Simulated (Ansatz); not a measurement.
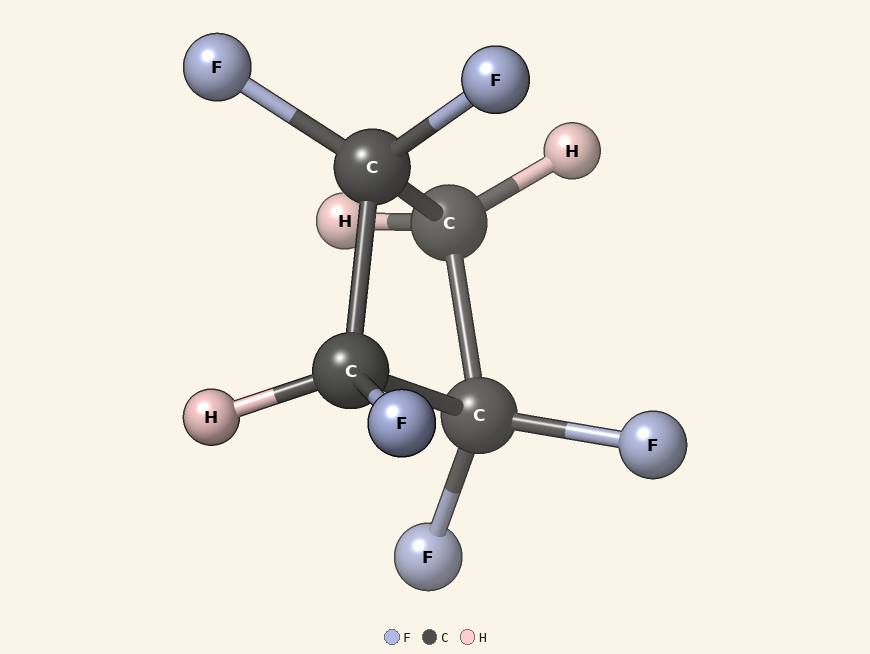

Distant atoms are faded towards the background colour. The geometry was computed by an optimisation with PBE0-D4/def2-TZVP.

Question: List the symmetry elements and name the point group.

Answer: It has 1 mirror plane, so the point group is Cs. The group has 2 operations. The geometry is achiral, and symmetry allows a dipole moment.
